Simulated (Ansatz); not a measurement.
# LiZn4As3, from a guessed structure to a relaxed one, part 2 of 2

This structure for LiZn4As3 is made up. Its elements were placed in a known structure type with a cell scaled to their sizes. What cell does the guess relax to, and how far off was it?

Ansatz 0.2.0; DFT, PBE, plane-wave PAW, files of the set soft_1, scalar-relativistic, no spin, cell and ions relaxed at zero pressure; PAW set soft_1 (the session's first sound run).

So far: Set-up; Relaxing cell and atoms. The relaxed cell has a = 4.105, c = 9.800 Å (conventional setting).

## 3. Bands of the relaxed cell

A second self-consistent run takes a narrower smearing and the mesh shown in its input; the bands follow along the standard path of the relaxed lattice.

This step: DFT, PBE, plane-wave PAW, files of the set soft_1, scalar-relativistic, no spin, bands and density of states at the relaxed cell; PAW set soft_1 (Ansatz 0.2.0).

Contents of input.yaml:

```yaml
crystal:
  lattice:
    - [4.1049762734, 0.0, 0.0]
    - [0.0, 4.1049762734, 0.0]
    - [0.0, 0.0, 9.8001379758]
  atoms:
    - { symbol: As, position: [0.0, 0.0, 0.0] }
    - { symbol: As, position: [0.5, 0.5, 0.6780827389] }
    - { symbol: As, position: [0.5, 0.5, 0.3219172611] }
    - { symbol: Zn, position: [0.5, 0.0, 0.8281287159] }
    - { symbol: Zn, position: [0.0, 0.5, 0.8281287159] }
    - { symbol: Zn, position: [0.5, 0.0, 0.1718712841] }
    - { symbol: Zn, position: [0.0, 0.5, 0.1718712841] }
    - { symbol: Li, position: [0.0, 0.0, 0.5] }
kpoints:
  mp_grid: { grid: [8, 8, 4] }
  band_path:
    path:
      - [[0.0, 0.0, 0.0], [0.0, 0.5, 0.0], [0.5, 0.5, 0.0], [0.0, 0.0, 0.0], [0.0, 0.0, 0.5], [0.0, 0.5, 0.5], [0.5, 0.5, 0.5], [0.0, 0.0, 0.5]]
      - [[0.0, 0.5, 0.0], [0.0, 0.5, 0.5]]
      - [[0.5, 0.5, 0.0], [0.5, 0.5, 0.5]]
    npoints: 8
scf:
  occupations: { method: fermi_dirac, width: 0.03 }
  n_extra_bands: 12
hamiltonian:
  xc: pbe
  pseudopotentials: { kind: paw, azcp: { folder: soft_1 } }
output:
  forces: true
  stress: true
  write_bands: true
  dos: { projected: true }
  write_density: true
  write_potential: true
  elf: true
  volumetric_format: npy
```

On the command line:

```sh
$ ansatz run input.yaml --threads 4 --pin off --max-ram 10240MiB --backend cpu --events-out ev --progress --plain --runs-dir out
```

Numbers of over 12 decimals in the logs are rounded to 6 here.

What it wrote:

```text
[...]
Crystal: 8 atoms, lattice volume = 165.140 Å³
Basis set: ecut = 420 eV, 3225 PW (Γ), exchange–correlation on 60×60×144 points (8 copies of the dense FFT grid, shifted against one another)
Bands: 60, of which v1, the nominal top of the filled ones, is band 48 counted from 1 (47 counted from 0)
Symmetry: 16 space group operations
[...]
k-points: 45 of 256
[...]
SCF iter   1: F=—  HF=-28050.725143 eV  |F-HF|=—  |Δ(HF+E_count)|=         —  Δρ=3.22e-2  dr2=1.04e0  ethr=3.10e-3  ⟨swp⟩=6.9  Hψ=11382  notcnv=0  defer=10
[...]
SCF iter  10: F=-28050.533208 eV  HF=-28050.533208 eV  |F-HF|=2.82e-8  |Δ(HF+E_count)|=   3.65e-7  Δρ=6.39e-6  dr2=9.85e-8  ethr=1.04e-10  ⟨swp⟩=12.5  Hψ=21993  notcnv=0
SCF 1 converged in 10 iterations: F = -28050.533208 eV  dr2 = 9.85e-8
[...]
NSCF: frozen V_eff on 75 k-points
SCF converged after 10 iterations
Free energy (F): -28050.533208 eV
[...]
Internal energy: -28050.532169 eV  (E = F + TS)
E sigma→0 (E₀):  -28050.532688 eV
Entropy (-TS):   -0.001038 eV (-0.130 meV/atom)
Fermi energy:    7.789211 eV
[...]
--- Forces (eV/Å), atoms counted from 1 ---
  atom   1  As     0.00000000     0.00000000     0.00000000
  atom   2  As     0.00000000     0.00000000     0.01049784
  atom   3  As     0.00000000     0.00000000    -0.01049784
  atom   4  Zn     0.00000000     0.00000000    -0.00375357
  atom   5  Zn     0.00000000     0.00000000    -0.00375357
  atom   6  Zn     0.00000000     0.00000000     0.00375357
  atom   7  Zn     0.00000000     0.00000000     0.00375357
  atom   8  Li    -0.00000000    -0.00000000     0.00000000
  max |Σ_I F_I| component: 4.16e-17 eV/Å
--- Stress (GPa, compression-positive) ---
       -0.056828       0.000000       0.000000
        0.000000      -0.056828       0.000000
        0.000000       0.000000       0.106470
  P = ⅓ Tr σ = -0.0024 GPa (-0.024 kbar)
--- Band table (eV; the first three rows and the last of 45) ---
  k-point 0: bands = [... 44 lower, 6.2897, 7.4272, 7.4272, 7.7165, 7.8396, 8.0024, 8.9823, 9.2227, ... 8 higher]
  k-point 1: bands = [... 44 lower, 6.1670, 6.7421, 7.5829, 7.5829, 7.8503, 8.7087, 9.1566, 9.2179, ... 8 higher]
  k-point 2: bands = [... 44 lower, 6.0578, 6.0578, 7.7272, 7.7272, 7.8616, 8.9856, 9.0960, 9.2289, ... 8 higher]
  k-point 44: bands = [... 44 lower, 4.7544, 4.7940, 4.7940, 5.6191, 7.9635, 7.9635, 8.0046, 9.7267, ... 8 higher]
```

Elapsed: 11 s, on 4 threads of AMD EPYC 7R13 (Zen 3), shared host; peak memory 0.98 GiB.

This step gave:

```yaml
free_energy: -28050.5332 eV
energy_at_zero_smearing: -28050.5327 eV
smearing_term_ts: 0.001038 eV
fermi_energy: 7.789 eV
gap_by_band_count: 0.1124 eV
pressure: -0.002395 GPa
```

From bands.tsv. The electronic bands at the labelled points (eV, zero at the valence top; v1 is the highest filled band, c1 the lowest empty one):

```tsv
point	v4	v3	v2	v1	c1	c2	c3	c4
Γ	-1.44	-0.30	-0.30	-0.01	0.11	0.28	1.26	1.50
X	-1.97	-1.24	-0.86	-0.54	0.18	2.06	2.08	2.71
M	-3.30	-3.30	-3.29	-1.57	0.15	1.19	1.19	2.16
Γ	-1.44	-0.30	-0.30	-0.01	0.11	0.28	1.26	1.50
Z	-1.67	-1.67	0.00	0.00	0.13	1.26	1.37	1.50
R	-1.24	-0.78	-0.64	-0.53	0.63	0.94	2.26	2.66
A	-2.97	-2.93	-2.93	-2.11	0.24	0.24	0.28	2.00
Z	-1.67	-1.67	0.00	0.00	0.13	1.26	1.37	1.50
jump to X	-1.97	-1.24	-0.86	-0.54	0.18	2.06	2.08	2.71
R	-1.24	-0.78	-0.64	-0.53	0.63	0.94	2.26	2.66
jump to M	-3.30	-3.30	-3.29	-1.57	0.15	1.19	1.19	2.16
A	-2.97	-2.93	-2.93	-2.11	0.24	0.24	0.28	2.00
```

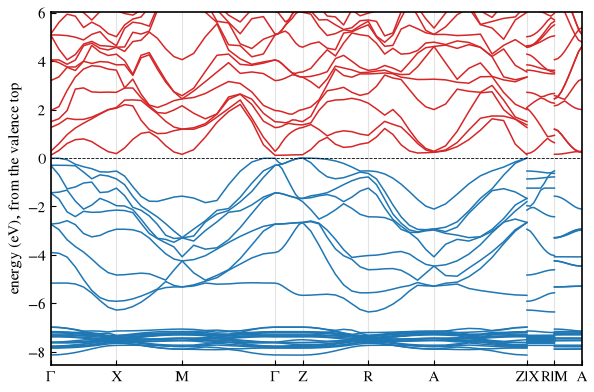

Electronic bands along the path; lines of filled and empty bands in two colours.

States per cell as run, both spins, in windows of 1 eV, from dos.tsv (zero at the valence-band top):

```csv
from,to,total
-8,-7,39.71
-7,-6,0.23
-6,-5,3.12
-5,-4,2.13
-4,-3,3.34
-3,-2,3.77
-2,-1,3.70
-1,0,1.74
0,1,1.28
1,2,3.60
2,3,3.57
3,4,4.63
4,5,4.39
```

A further 38.3 states lie below the table's range.

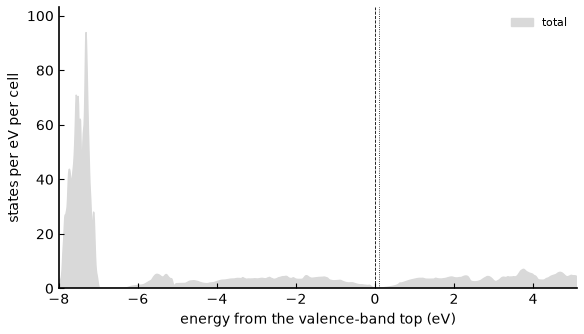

Total density of states, smoothed over about 0.04 eV. The dotted line marks the lowest empty level found on the path.

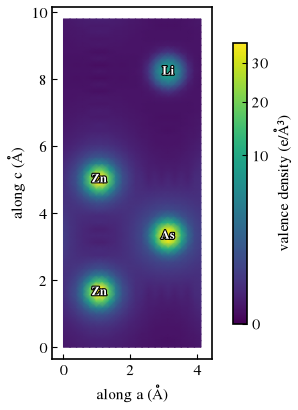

Valence density in the ac plane at fractional y = 0.000, with atoms of As and Zn and Li within 0.2 Å of it. It is the smooth field of the valence electrons, not physical close to the nuclei. The map starts off the cell's origin, so that atoms lie inside it. The colour scale is stretched toward low values.

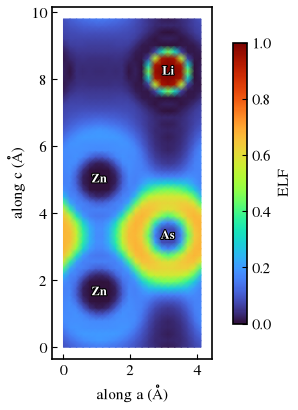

ELF in the ac plane at fractional y = 0.000, with atoms of As and Zn and Li within 0.2 Å of it. It is the smooth field of the valence electrons, not physical close to the nuclei. The map starts off the cell's origin, so that atoms lie inside it.

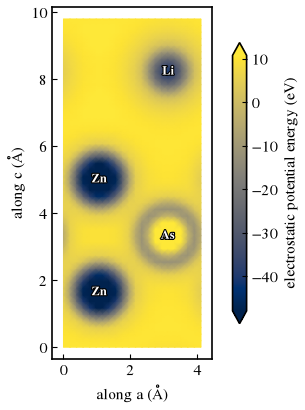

Electrostatic potential energy in the ac plane at fractional y = 0.000, with atoms of As and Zn and Li within 0.2 Å of it. With pseudopotentials it is smooth inside the atoms' cores, unlike the true potential. The map starts off the cell's origin, so that atoms lie inside it.

## 4. Outcome

```
space group, relaxed : P4/mmm
conventional cell    : a = 4.105, b = 4.105, c = 9.800 Å; α = 90.0°, β = 90.0°, γ = 90.0°
volume per atom      : 20.64 Å³ (guess 15.55)
```

What this shows: LiZn4As3 relaxes to P4/mmm with a = 4.105, b = 4.105 and c = 9.800 Å. The guessed volume was 25 % too small. The space group P4/mmm was held in the relaxation, so the end point is a stationary structure within it and may be a saddle against distortions or other arrangements. It has an indirect Kohn–Sham gap of 0.11 eV, which semilocal functionals understate. On the 8×8×4 mesh with the narrower smearing (relaxed on 7×7×3) the largest force component is 0.010 eV/Å and the largest stress component is 0.106 GPa, against the relaxation's thresholds of 0.015 eV/Å and 0.05 GPa. The cutoff wasn't tested. A vector of the cell changed its length by 11 %, more than the volume shows. No dispersion term is used, so weakly bound directions may come out too long. Nothing here tests whether the compound is stable against decomposition.

[Logs are printed without paths, hosts, clocks, repeated set-up lines and the standing remarks that a program may print on its own settings, such as how far it seeks lower states.]

[Hosts, paths, dates, database ids (printed as entryN), source tags and the programs' standing remarks are cut or masked in the printed files.]
